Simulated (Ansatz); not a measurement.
System: H3, doublet: collinear H-H-H surface. Scanned: first H-H distance and second H-H distance.

Cartesian coordinates as functions of the variables (Å; names that start with a are angles):
```
H  0  0  -r1
H  0  0  0
H  0  0  r2
```

Computed with Ansatz (a first-principles code) with unrestricted CAM-B3LYP/cc-pVTZ.

Energy in eV above the lowest grid point; x is the first H-H distance (Å), y the second H-H distance (Å).

```csv
y \ x,0.63,0.67,0.73,0.79,0.87,0.93,1.01,1.11,1.21,1.38,1.51,1.87,2.15
2.15,0.313,0.120,0.000,0.024,0.204,0.411,0.744,1.211,1.696,2.494,3.014,3.878,4.166
1.77,0.363,0.165,0.035,0.050,0.216,0.411,0.726,1.166,1.617,2.324,2.759,3.472,3.709
1.60,0.411,0.207,0.068,0.072,0.223,0.404,0.700,1.110,1.522,2.147,2.520,3.113,3.304
1.40,0.505,0.287,0.127,0.108,0.224,0.376,0.628,0.973,1.310,1.795,2.069,2.469,2.581
1.22,0.642,0.402,0.207,0.150,0.209,0.315,0.499,0.751,0.989,1.312,1.481,1.696,1.745
1.10,0.780,0.518,0.287,0.190,0.194,0.256,0.378,0.550,0.711,0.920,1.021,1.139,1.163
1.02,0.907,0.625,0.363,0.234,0.192,0.218,0.292,0.406,0.514,0.650,0.713,0.778,0.789
0.94,1.076,0.771,0.473,0.306,0.212,0.199,0.221,0.275,0.331,0.400,0.428,0.449,0.450
0.86,1.314,0.981,0.640,0.430,0.279,0.224,0.193,0.188,0.195,0.202,0.201,0.184,0.175
0.81,1.513,1.162,0.792,0.553,0.363,0.282,0.218,0.177,0.154,0.127,0.109,0.070,0.056
0.73,1.957,1.573,1.153,0.866,0.615,0.490,0.374,0.279,0.213,0.134,0.092,0.022,0.000
0.69,2.261,1.860,1.415,1.103,0.820,0.674,0.533,0.412,0.326,0.224,0.170,0.086,0.060
0.63,2.867,2.440,1.957,1.607,1.279,1.102,0.925,0.766,0.652,0.517,0.448,0.344,0.313
```

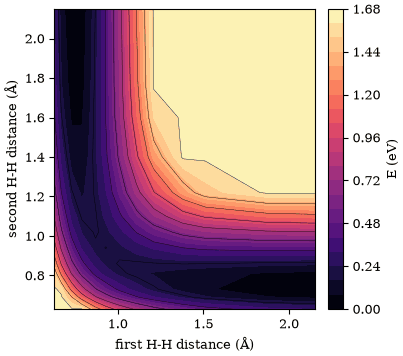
Figure: Energy surface, cut off at 2 eV.

Points that lie below all their neighbours on the grid: x = 2.15, y = 0.73 on the edge of the grid (0.000 eV); x = 0.73, y = 2.15 on the edge of the grid (0.000 eV). The lowest path on the grid from the first to the second passes x = 0.93, y = 0.94 at 0.199 eV.
